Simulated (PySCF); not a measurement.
# CuH: relaxation and vibrations of the singlet

Where does singlet CuH go from a linear start, is the end point a minimum, and what are its modes, charges and moments?

Program: PySCF 2.14.0. Level of theory: PBE, basis Cu def2-SVP, H def2-SVP, no relativity, density fitting. These are calculated values, not measurements.

## (1) Starting geometry

2 atoms, charge 0, spin multiplicity 1.

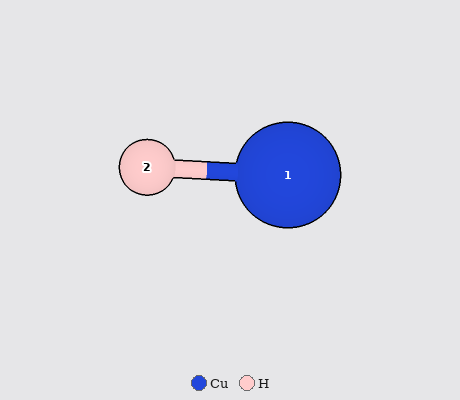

Start geometry, drawn with copper blue, hydrogen pink; atoms are numbered from 1 in the order of the file.

```xyz
2
charge 0 multiplicity 1
Cu    0.0000    0.0000    0.0000
H     0.0000    0.0000    1.5120
```

## (2) First SCF at the start

One driver script runs all steps and calls PySCF; scf.py shows how it sets up the SCF of each step. The optimiser is the driver's own. After this first run the driver tries any further starts and a stability analysis.

Contents of scf.py:

```python
from pyscf import gto, scf, dft
mol = gto.M(atom='''
Cu     0.000000     0.000000     0.000000
H      0.000000     0.000000     1.512000''',
    basis={'Cu': 'def2-SVP', 'H': 'def2-SVP'},
    charge=0, spin=0)
mf = dft.RKS(mol, xc='PBE')
mf.grids.atom_grid = (50, 194)
aux = {'Cu': 'def2-universal-JKFIT', 'H': 'def2-universal-JKFIT'}
mf = mf.density_fit(auxbasis=aux)
mf.conv_tol = 1e-08
mf.diis_space = 10
mf.max_cycle = 60
mf.init_guess = 'minao'
mf.verbose = 4
mf.kernel()
```

On the command line:

```console
> OMP_NUM_THREADS=2 python axn.py task.json out
```

The log of the run:

```text
init E= -1640.15314506413
  HOMO = -0.0491617781604627  LUMO = -0.0294186983840543  gap/eV = 0.53724
cycle= 1 E= -1639.56495171579  delta_E= 0.588  |g|= 2.46  |ddm|= 2.12
  HOMO = -0.397036669539307  LUMO = -0.236611939944311  gap/eV = 4.36538
cycle= 2 E= -1638.47951362271  delta_E= 1.09  |g|= 2.88  |ddm|= 4.15
  HOMO = -0.212198554172288  LUMO = -0.117558149879974  gap/eV = 2.57530
cycle= 3 E= -1640.55525722595  delta_E= -2.08  |g|= 0.31  |ddm|= 3.57
  HOMO = -0.146122447170287  LUMO = -0.0705417961965482  gap/eV = 2.05665
cycle= 4 E= -1640.5425734989  delta_E= 0.0127  |g|= 0.395  |ddm|= 0.909
  HOMO = -0.1558071239975  LUMO = -0.0791139393112656  gap/eV = 2.08693
cycle= 5 E= -1640.57310957765  delta_E= -0.0305  |g|= 0.207  |ddm|= 0.566
  HOMO = -0.167143880018861  LUMO = -0.0841837883188585  gap/eV = 2.25746
cycle= 6 E= -1640.57966863685  delta_E= -0.00656  |g|= 0.109  |ddm|= 0.122
  HOMO = -0.176917686782928  LUMO = -0.0872834311519872  gap/eV = 2.43907
cycle= 7 E= -1640.5814263115  delta_E= -0.00176  |g|= 0.0206  |ddm|= 0.0714
  HOMO = -0.177970729436524  LUMO = -0.0868731139535148  gap/eV = 2.47889
cycle= 8 E= -1640.58154056267  delta_E= -0.000114  |g|= 0.00309  |ddm|= 0.0229
  HOMO = -0.178186811179478  LUMO = -0.0869395746156503  gap/eV = 2.48296
cycle= 9 E= -1640.58154209576  delta_E= -1.53e-06  |g|= 8.44e-05  |ddm|= 0.00292
  HOMO = -0.178188575787148  LUMO = -0.0869375783225195  gap/eV = 2.48307
cycle= 10 E= -1640.58154209876  delta_E= -3e-09  |g|= 1.03e-05  |ddm|= 0.000152
  HOMO = -0.17818416867508  LUMO = -0.0869358906926099  gap/eV = 2.48299
Extra cycle  E= -1640.5815420986  delta_E= 1.6e-10  |g|= 3.25e-05  |ddm|= 4.9e-05
converged SCF energy = -1640.5815420986
```

This step, with its further starts and checks, needed 1 s of wall time on 2 threads of Arm Neoverse V1, shared host.

The test of internal stability found no lower closed-shell solution.

## (3) Relaxation: linear start, singlet

The program finds C∞v symmetry in the start, which this walk keeps.

scf.py: that of step 2 with these lines changed.

```diff
@@ -3,2 +3,2 @@
-Cu     0.000000     0.000000     0.000000
-H      0.000000     0.000000     1.512000''',
+Cu    -0.000000     0.000000    -0.023833
+H      0.000000     0.000000     1.488167''',
@@ -14 +13,0 @@
-mf.init_guess = 'minao'
```

The optimiser's trace:

| step | energy (Eh) | change (kJ/mol) | largest symmetric gradient (Eh/bohr) |
| --- | --- | --- | --- |
| 0 | -1640.581542 | 0.00 | 0.01077 |
| 1 | -1640.581853 | -0.82 | 0.00695 |
| 2 | -1640.582051 | -1.34 | 0.00090 |
| 3 | -1640.582054 | -1.34 | 0.00006 |

The walk took 1.1 s.

Geometry (Å) and forces (eV/Å) at some steps:

```
step 0
Cu   0.000   0.000  -0.024   0.000   0.000   0.554
H    0.000   0.000   1.488   0.000   0.000  -0.554
step 1
Cu   0.000   0.000  -0.015   0.000   0.000   0.357
H    0.000   0.000   1.479   0.000   0.000  -0.357
step 2
Cu   0.000   0.000   0.002   0.000   0.000  -0.046
H    0.000   0.000   1.462   0.000   0.000   0.046
step 3
Cu   0.000   0.000   0.000   0.000   0.000   0.003
H    0.000   0.000   1.464   0.000   0.000  -0.003
```

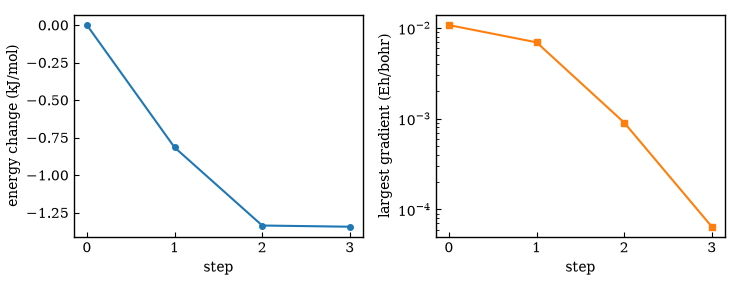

How energy and gradient fall.

End point (C∞v, 3 steps, 1.3 kJ/mol gained): Cu–H 1.464 Å.

## (4) Is it a minimum? Harmonic modes

The point is checked on the finer grid, and tightened if its gradient asks for it. The Hessian and the dipole derivatives come from central differences of analytic gradients, with steps of 0.02 bohr.

scf.py: that of step 3 with these lines changed.

```diff
@@ -3,2 +3,2 @@
-Cu    -0.000000     0.000000    -0.023833
-H      0.000000     0.000000     1.488167''',
+Cu    -0.000000     0.000000    -0.023073
+H      0.000000    -0.000000     1.440721''',
@@ -8 +8 @@
-mf.grids.atom_grid = (50, 194)
+mf.grids.atom_grid = (75, 302)
@@ -11 +11 @@
-mf.conv_tol = 1e-08
+mf.conv_tol = 1e-10
```

The driver hands on the density of the step before, so the log starts near convergence.

Log of the central SCF (cycles and frontier levels):

```text
init E= -1640.58215913199
  HOMO = -0.179345948572482  LUMO = -0.0846231429333271  gap/eV = 2.57754
cycle= 1 E= -1640.58215913199  delta_E= 4.77e-12  |g|= 4.72e-06  |ddm|= 5.11e-06
  HOMO = -0.179344413816123  LUMO = -0.0846226335201923  gap/eV = 2.57751
Extra cycle  E= -1640.58215913195  delta_E= 3.82e-11  |g|= 1.66e-05  |ddm|= 1.73e-05
converged SCF energy = -1640.58215913195
```

The whole step took 2.6 s.

Geometry: C∞v; Cu–H 1.464 Å.

Modes, for the most abundant isotopes:

```
symmetry  ω (cm⁻¹)  IR (km/mol)     type
      σ+      1872         45.0  stretch
```

All wavenumbers are real: a minimum.

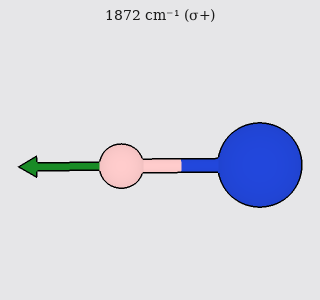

How the atoms move in 1 of the modes.

Constants and moments:

- Dipole moment: 2.23 D
- Highest occupied level: -4.88 eV
- Lowest empty level: -2.30 eV
- Rotational constants: 7.931 cm⁻¹
- Zero-point energy: 11.2 kJ/mol
- Principal polarisabilities: 19.3, 19.3, 31.7 bohr³
- Atomisation energy without zero-point energy: 285 kJ/mol
- Principal traceless quadrupole moments about the centre of mass: -0.03, -0.03, 0.05 D Å
- Entropy at 298.15 K and 1 bar: 196.2 J/(mol K)
- Heat capacity Cp at 298.15 K: 29.2 J/(mol K)
- Enthalpy at 298.15 K above 0 K: 8.68 kJ/mol
- Rotational symmetry number: 1

Populations by atom (charges in e):

```tsv
atom	Mulliken	Löwdin	polar tensor	Mayer order to Cu1
Cu1	0.09	0.12	0.28	–
H2	-0.09	-0.12	-0.28	0.98
```

Mulliken populations on Cu1: s 7.11, p 12.04, d 9.77, f 0.00.

## (5) Stability of the closed shell

At the lowest minimum the closed shell is tested against spin polarisation, on the (50, 194) grid. It is stable.

## (6) Results

```
                                 quantity            value
                                  minimum     singlet, C∞v
                                 geometry     Cu–H 1.464 Å
                       wavenumbers (cm⁻¹)        1872 (σ+)
                            dipole moment           2.23 D
     highest occupied, lowest empty level  -4.88, -2.30 eV
               polar-tensor charge of Cu1          +0.28 e
                        zero-point energy      11.2 kJ/mol
                      entropy at 298.15 K  196.2 J/(mol K)
atomisation energy (no zero-point energy)       285 kJ/mol
```

The linear start keeps its C∞v symmetry and ends in a minimum. In the infrared the band at 1872 cm⁻¹ (σ+, stretch) leads. Only this shape and spin were tried, so other structures or states may lie lower.

The search up to here needed 5 s of wall time on 2 threads of Arm Neoverse V1, shared host.
